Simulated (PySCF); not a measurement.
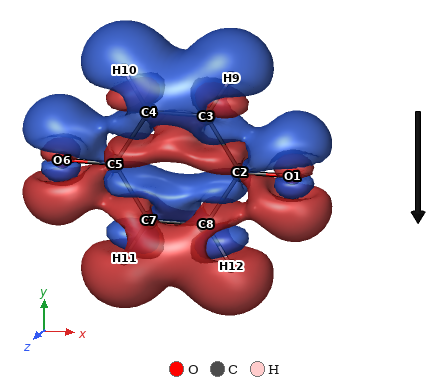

*C6H4O2, SMILES `O=C1C=CC(=O)C=C1`. Change of the electron density in a uniform field of 0.10 V/Å along −y (arrow), surfaces at ±0.0004 e/Å³ (blue: gain, red: loss).*

PySCF calculation, PBE0/def2-SVPD, gas phase; geometry: GFN2-xTB. No frequency check shows the geometry to be a minimum.

The field was applied in both directions; the picture shows the one opposite to the script's first.

Q: How large is the response?

A: The induced dipole is 0.35 D (along the field); α along this axis, from the fields in both directions, is 69 bohr³ (10.2 Å³).

Cost of the run: 72 s on 1 thread of Arm Neoverse V2, on a shared host, peak memory 0.98 GiB.
